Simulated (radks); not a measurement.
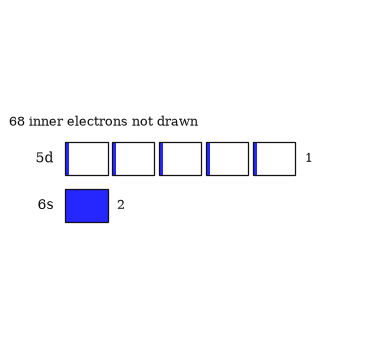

*The outer shells as the input fills them: a box for each of the 2l + 1 orbitals, shaded by the share of the shell that is filled, with the electron count at the right.*

# Run report: Lu, atomic calculation

- system: the neutral lutetium atom in the configuration [Xe] 4f14 5d1 6s2 (high spin).
- method: scalar-relativistic Kohn-Sham, SOGGA, spin-polarised, spherical densities, finite nucleus (the in-house radial solver radks)

### Input file
```
Z 71
configuration [Xe] 4f14 5d1 6s2
relativity scalar-relativistic
functional sogga,pbe
spin polarised
nucleus finite rms 5.37 fm
c 137.035999084
```

Energies in input and log are in hartree, lengths in bohr (the nuclear radius in fm).

Hardware: 1 thread of Arm Neoverse N1, 77 GiB of memory available, shared host.

Launched within a batch (the task file carries these settings):
```bash
python <driver script> task.json out
```

### Log
```
1s      1   1.0000       -2322.59251467
2s      1   1.0000        -395.38834615
2p      1   3.0000        -347.95480296
3s      1   1.0000         -89.59158115
3p      1   3.0000         -75.35136429
3d      1   5.0000         -58.22547280
4s      1   1.0000         -17.82090143
4p      1   3.0000         -13.14619479
4d      1   5.0000          -7.04320411
4f      1   7.0000          -0.35094939
5s      1   1.0000          -2.24354163
5p      1   3.0000          -1.16633825
5d      1   1.0000          -0.06986337
6s      1   1.0000          -0.17624792
1s      2   1.0000       -2322.59257652
2s      2   1.0000        -395.38764530
2p      2   3.0000        -347.95426113
3s      2   1.0000         -89.59168981
3p      2   3.0000         -75.35144643
3d      2   5.0000         -58.22525457
4s      2   1.0000         -17.82083593
4p      2   3.0000         -13.14614873
4d      2   5.0000          -7.04301165
4f      2   7.0000          -0.34860911
5s      2   1.0000          -2.23478139
5p      2   3.0000          -1.15298662
5d      2   0.0000          -0.05052835
6s      2   1.0000          -0.15824364
Etot -14556.468256087655
Ekin 15899.972149900394
Encl -35872.619014896496
Eh 5711.282832940549
Exc -295.10422403210157
err 4.540273280047672e-09
it 17
```

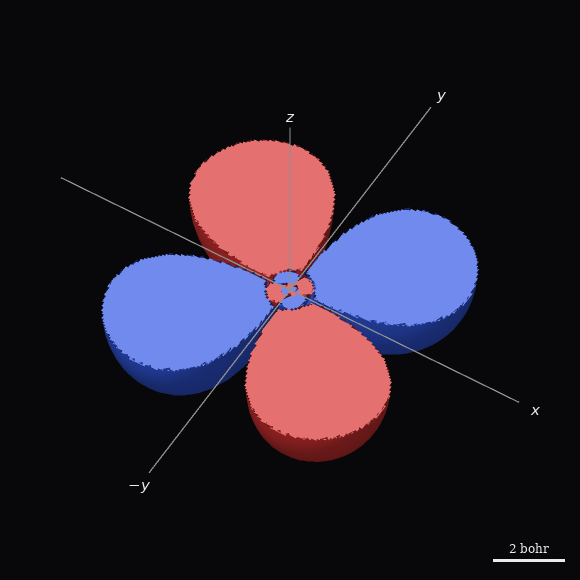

*The 5d(xy) orbital of down spin. The surface of constant |ψ| that holds about 85 % of the electron is drawn, blue where ψ is positive and red where it is negative, with the half in front of the xy plane cut away and the cut face painted. The radial function comes from the spherical calculation and is multiplied by a real spherical harmonic; the overall sign is chosen so that the largest lobe of P(r) is positive; at the scalar-relativistic level it is the large component.*

It has the nodal planes xz and yz and 2 radial nodes, at r = 0.224 and 0.684 bohr; only the outermost can be made out at this scale. The outermost maximum of P² lies at 1.83 bohr, ⟨r⟩ = 2.99 bohr, 90 % of the charge lies within 5.14 bohr, and the eigenvalue is −1.37 eV (the orbital is empty).

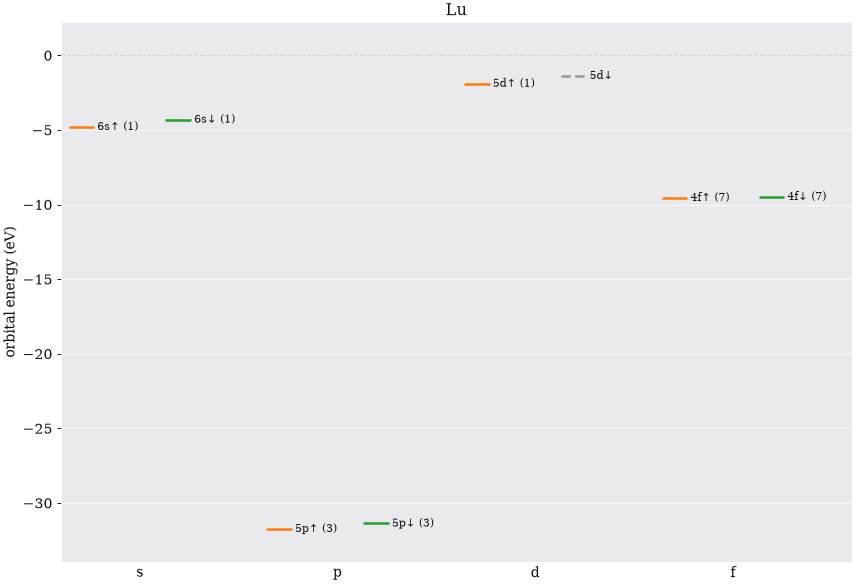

*The outer levels are drawn by angular momentum (occupations in brackets, up spins at the left of each column and down spins at the right, empty levels dashed).*

The highest occupied level is 5d up at −1.90 eV. The highest 3 occupied levels, from the top down, are 5d up (−1.90 eV), 6s down (−4.31 eV), 6s up (−4.80 eV). The lowest empty level drawn is 5d down at −1.37 eV. The largest exchange splitting (down less up) among the shells drawn in both spins is that of 5d, 0.526 eV.

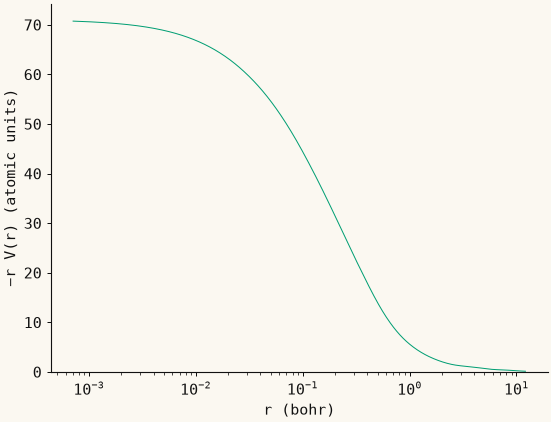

*The screened charge −r V(r) of the Kohn-Sham potential of spin up.*

Close to the nucleus it reaches 70.7, near the nuclear charge 71; inside the finite nucleus, left of the plot, it would fall to zero. It falls through 35.5, midway between the nuclear and the ionic charge, at r = 0.16 bohr, and stands at 0.13 at the end of the plot (r = 12 bohr); the net charge is 0. The exact potential would level off one unit above the net charge.

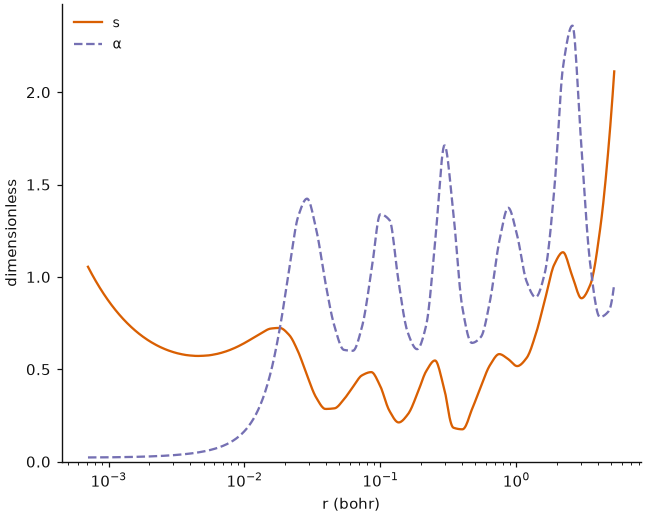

*The reduced density gradient s and the kinetic indicator α = (τ − τW)/τunif, the ingredients of GGAs and meta-GGAs.*

s starts near 1.05 at the inner end, has maxima between the shells at r = 0.018 bohr (0.72), 0.085 bohr (0.48), 0.25 bohr (0.55), 0.75 bohr (0.58) and 2.2 bohr (1.13), and grows in the tail, to 2.1 at 5.3 bohr. α peaks at r = 0.029 bohr (1.4), 0.10 bohr (1.3), 0.30 bohr (1.7), 0.87 bohr (1.4) and 2.6 bohr (2.4), where shells overlap, and is small where one s orbital dominates.

### Summary

```
                       quantity                value
                        outcome            converged
                   total energy  −14556.4683 hartree
                 kinetic energy   15899.9721 hartree
        electron–nucleus energy  −35872.6190 hartree
                 Hartree energy    5711.2828 hartree
    exchange–correlation energy  −295.104224 hartree
radius at density 0.001 e/bohr³            5.06 bohr
                 SCF iterations                   17
```
